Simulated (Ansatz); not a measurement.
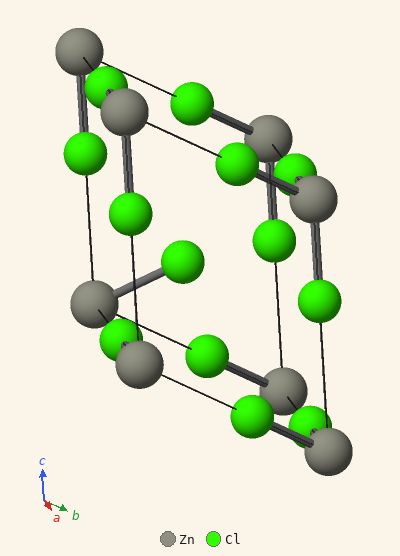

The image is a ball-and-stick drawing of a crystal, viewed slightly off an axis. The lines enclose the simulation cell; boundary atoms appear with their images.

The program read this input:
```yaml
crystal:
  lattice:
    - [-3.2638354675, 3.2638354675, 3.2638354675]
    - [3.2638354675, -3.2638354675, 3.2638354675]
    - [3.2638354675, 3.2638354675, -3.2638354675]
  atoms:
    - { symbol: Zn, position: [0.0, 0.0, 0.0] }
    - { symbol: Cl, position: [0.4033361499, 0.4033361499, 0.4033361499] }
    - { symbol: Cl, position: [0.5966638501, 0.0, 0.0] }
    - { symbol: Cl, position: [0.0, 0.0, 0.5966638501] }
    - { symbol: Cl, position: [0.0, 0.5966638501, 0.0] }
basis:
  ecutwfc: 420
kpoints:
  mp_grid: { grid: [8, 8, 8] }
  band_path:
    path:
      - [[0.0, 0.0, 0.0], [0.5, -0.5, 0.5], [0.0, 0.0, 0.5], [0.0, 0.0, 0.0], [0.25, 0.25, 0.25], [0.5, -0.5, 0.5]]
      - [[0.25, 0.25, 0.25], [0.0, 0.0, 0.5]]
    npoints: 14
hamiltonian:
  xc: pbe
scf:
  occupations: { method: gaussian, width: 0.1 }
  n_extra_bands: 12
output:
  forces: true
  stress: true
  eigenvalues: true
  populations: true
  dos: { projected: true, de: 0.02, nscf_kmesh: { grid: [10, 10, 10] } }
  bader: true
  write_density: true
  write_potential: true
  elf: true
  volumetric_format: npy
```
Run as:
```sh
ansatz run input.yaml --threads 1 --pin off --max-ram 2048MiB --backend cpu --events-out ev --progress --plain --runs-dir out
```

Computed with DFT PBE, scalar-relativistic, plane waves, PAW in Ansatz. Settings: an energy cutoff of 420 eV, k-grid 8×8×8, Gaussian smearing of 0.1 eV, no spin polarisation.

Q: Predict the Bader charges.

A: Zn +1.12 e; Cl -0.28 e.

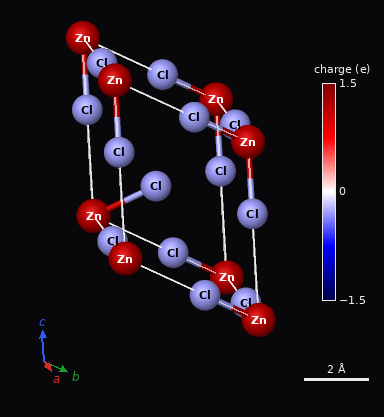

The atoms coloured by those charges.

It goes back to a structure type filled with these elements by a generator (whether the compound takes this form wasn't checked). Earlier steps of the study may have refined or changed the cell and positions. It was run through Ansatz as a DFT input.
